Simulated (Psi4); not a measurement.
# BNH2Cl (SMILES N[B]Cl) at UB3LYP/def2-SVP (density fitting with cc-pvtz-jkfit, sweep point 4)

What is the vertical doublet–quartet gap of BNH2Cl at UB3LYP/def2-SVP (density fitting with cc-pvtz-jkfit, sweep point 4)? 

Program for the calculation: Psi4 1.11.

2 further runs of the same task are left out: 2 set aside as unsound or not needed.

## (1) Starting point

BNH2Cl: 5 atoms, total charge 0, spin state doublet. As SMILES, `N[B]Cl`. The coordinates come from a PBE0-D4/def2-TZVP relaxation. This is one conformer, not always the lowest.

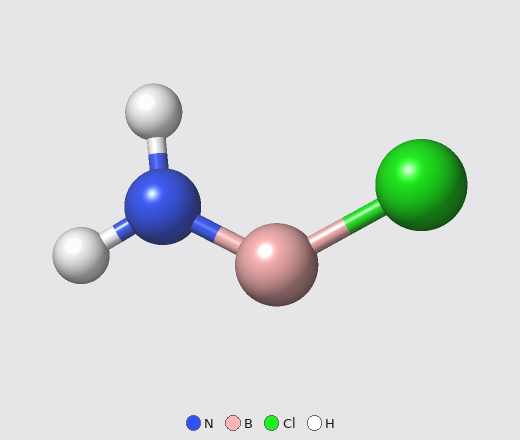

Viewed from a chosen angle; nitrogen blue, boron pink, chlorine green, hydrogen white.

## (2) A single-point energy at UB3LYP/def2-SVP (density fitting with cc-pvtz-jkfit, sweep point 4)

input.dat

```
memory 1600 mb

molecule m {
  0 2
  N     -0.63116853     0.77875614    -0.48509270
  B     -0.18594905    -1.02914485     1.33112308
  Cl     2.53828013    -2.88410001     1.48267912
  H     -2.22364073     1.81394811    -0.51608420
  H      0.59677551     1.18126780    -1.89085996
  units bohr
  symmetry c1
}

set globals {
  basis def2-SVP
  reference uks
  puream true
  scf_type df
  dft_radial_points 99
  dft_spherical_points 590
  df_basis_scf cc-pvtz-jkfit
  maxiter 150
}

e_tot, wfn = energy('b3lyp', return_wfn=True)
```

Started as:

```
psi4 input.dat output.dat -n 1
```

output.dat:

```text
[...]
  Running in c1 symmetry.
[...]
  Nuclear repulsion =   77.618076106379149
[...]
  Multiplicity = 2
[...]
  Nalpha       = 16
  Nbeta        = 15
[...]
    Number of basis functions: 56
[...]
   @DF-UKS iter   1:  -540.58761124615876   -7.70033e-02   1.31200e-02 ADIIS/DIIS
[...]
   @DF-UKS iter   9:  -540.83077826847784   -3.54930e-08   6.94720e-07 DIIS
[...]
   @S^2 Observed:                7.523860906E-01
[...]
    Orbital Energies [Eh]
    ---------------------
    Alpha Occupied:
       1A   -101.494291     2A    -14.344661     3A     -9.449688
       4A     -7.216146     5A     -7.210204     6A     -7.209904
       7A     -6.807071     8A     -0.882121     9A     -0.823463
      10A     -0.533569    11A     -0.529358    12A     -0.426904
      13A     -0.355175    14A     -0.333120    15A     -0.296238
      16A     -0.195432
    Alpha Virtual:
      17A      0.010830    18A      0.050732    19A      0.094999
      20A      0.147051    21A      0.193355    22A      0.220365
      23A      0.301207    24A      0.301379    25A      0.465015
[...]
  @DF-UKS Final Energy:  -540.83077826847784
   => Energetics <=
    Nuclear Repulsion Energy =             77.6180761063791493
    One-Electron Energy =                -897.9474085561735137
    Two-Electron Energy =                 311.7459325485343129
    DFT Exchange-Correlation Energy =     -32.2473783672177987
    Empirical Dispersion Energy =           0.0000000000000000
    VV10 Nonlocal Energy =                  0.0000000000000000
    Total Energy =                       -540.8307782684778431
[...]
 Multipole Moments:
 ------------------------------------------------------------------------------------
     Multipole            Electronic (a.u.)      Nuclear  (a.u.)        Total (a.u.)
 ------------------------------------------------------------------------------------
 L = 1.  Multiply by 2.5417464519 to convert [e a0] to [Debye]
 Dipole X            :          1.7045226           -1.9437844           -0.2392618
 Dipole Y            :         -2.6443358            3.4036577            0.7593219
 Dipole Z            :          1.8613566           -2.5847534           -0.7233967
 Magnitude           :                                                    1.0756946
[...]
```

Run time: 5.7 s. Hardware: 1 thread of AMD EPYC 9R45 (Zen 5), shared host; peak memory 0.61 GiB.

## (3) The quartet

job.in

```
memory 1600 MB

molecule system {
  0 4
  N     -0.63116853     0.77875614    -0.48509270
  B     -0.18594905    -1.02914485     1.33112308
  Cl     2.53828013    -2.88410001     1.48267912
  H     -2.22364073     1.81394811    -0.51608420
  H      0.59677551     1.18126780    -1.89085996
  units au
  symmetry c1
}

set {
  basis                def2-SVP
  reference            uks
  puream               true
  scf_type             df
  dft_radial_points    99
  dft_spherical_points 590
  df_basis_scf         cc-pvtz-jkfit
  maxiter              150
}

energy_value, wavefunction = energy("b3lyp", return_wfn=True)
```

Started as:

```
psi4 -n 1 job.in job.out
```

job.out:

```text
[...]
  Running in c1 symmetry.
[...]
  Nuclear repulsion =   77.618076106379149
[...]
  Multiplicity = 4
[...]
  Nalpha       = 17
  Nbeta        = 14
[...]
    Number of basis functions: 56
[...]
   @DF-UKS iter   1:  -540.17357425117132    3.37034e-01   1.53279e-02 ADIIS/DIIS
[...]
   @DF-UKS iter  11:  -540.59800020261105   -4.80532e-09   1.06788e-07 DIIS
[...]
   @S^2 Observed:                3.754876260E+00
[...]
    Orbital Energies [Eh]
    ---------------------
    Alpha Occupied:
       1A   -101.510572     2A    -14.431238     3A     -9.464015
       4A     -7.230135     5A     -7.228203     6A     -7.223144
       7A     -6.738689     8A     -0.959028     9A     -0.834663
      10A     -0.592551    11A     -0.578891    12A     -0.430878
      13A     -0.427496    14A     -0.350279    15A     -0.337862
      16A     -0.171027    17A     -0.068454
    Alpha Virtual:
      18A      0.017845    19A      0.065429    20A      0.139020
      21A      0.192642    22A      0.232774    23A      0.299216
      24A      0.322609    25A      0.456185    26A      0.493945
[...]
  @DF-UKS Final Energy:  -540.59800020261105
   => Energetics <=
    Nuclear Repulsion Energy =             77.6180761063791493
    One-Electron Energy =                -897.2015540525466122
    Two-Electron Energy =                 311.2211644643761588
    DFT Exchange-Correlation Energy =     -32.2356867208197428
    Empirical Dispersion Energy =           0.0000000000000000
    VV10 Nonlocal Energy =                  0.0000000000000000
    Total Energy =                       -540.5980002026110469
[...]
 Multipole Moments:
 ------------------------------------------------------------------------------------
     Multipole            Electronic (a.u.)      Nuclear  (a.u.)        Total (a.u.)
 ------------------------------------------------------------------------------------
 L = 1.  Multiply by 2.5417464519 to convert [e a0] to [Debye]
 Dipole X            :          1.8787762           -1.9437844           -0.0650083
 Dipole Y            :         -2.1953473            3.4036577            1.2083104
 Dipole Z            :          1.1950720           -2.5847534           -1.3896813
 Magnitude           :                                                    1.8426758
[...]
```

It took 6.6 s on 1 thread of AMD EPYC 9R45 (Zen 5), shared host; peak memory 0.61 GiB.

## (4) Summary of results

Level: UB3LYP/def2-SVP (density fitting with cc-pvtz-jkfit, sweep point 4).

```
                                        quantity          value
                           doublet: total energy  -540.83078 Eh
                          doublet: dipole moment         2.73 D
     doublet: HOMO energy (highest over α and β)       -5.32 eV
      doublet: LUMO energy (lowest over α and β)       -1.44 eV
                                   doublet: ⟨S²⟩          0.752
                           quartet: total energy  -540.59800 Eh
                          quartet: dipole moment         4.68 D
     quartet: HOMO energy (highest over α and β)       -1.86 eV
                                   quartet: ⟨S²⟩          3.755
vertical energy of the quartet above the doublet       6.334 eV
```

In words: At this shape the quartet lies 6.33 eV (146 kcal/mol) above the doublet.
